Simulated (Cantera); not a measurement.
A closed system holds: 1 mol Si, a varied amount of HF, 0.6 mol N₂, 6.1 mol HCl, held at 825 K and 87000 Pa.

Equilibrium computed with Cantera from the NASA thermochemical tables; the gas is ideal and each condensed phase is pure. Candidate condensed phases: NH₄Cl, Si, Si₃N₄; 49 gas species. The numbers say what is thermodynamically allowed, not how fast it happens.

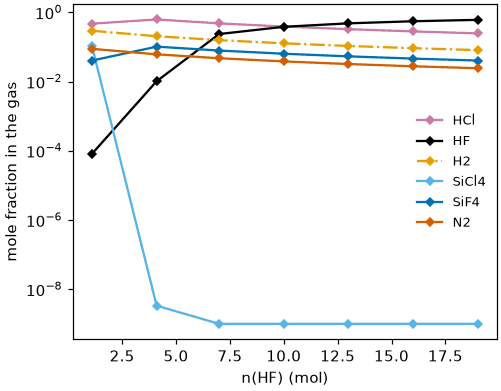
Equilibrium gas composition (values under 1e-9 drawn at 1e-9)

Task: Read off the mole fractions at 19 mol HF.

Result: HF about 0.61, HCl about 0.25, H₂ about 0.081, SiF₄ about 0.040, N₂ about 0.024.
